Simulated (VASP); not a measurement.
Band structure of InAs (zinc blende). All values below come from r2SCAN+rVV10, VASP's PBE PAW potentials (set 64) (plane waves; VASP).

Unless said otherwise, spin-orbit coupling is left out, though it shifts the bands of the heavy elements here.

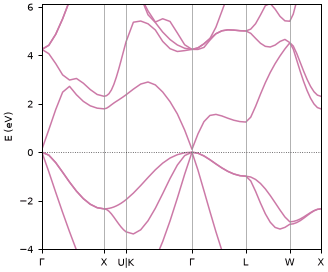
Bands along high-symmetry lines, zero at the valence-band maximum or, without a gap, the Fermi level

Read the plot: is there a gap, and where are the band edges?

The gap is direct, 0.12 eV, from the valence maximum at Γ to the conduction minimum at Γ.

The compound is InAs in the zinc blende structure. It was relaxed first.
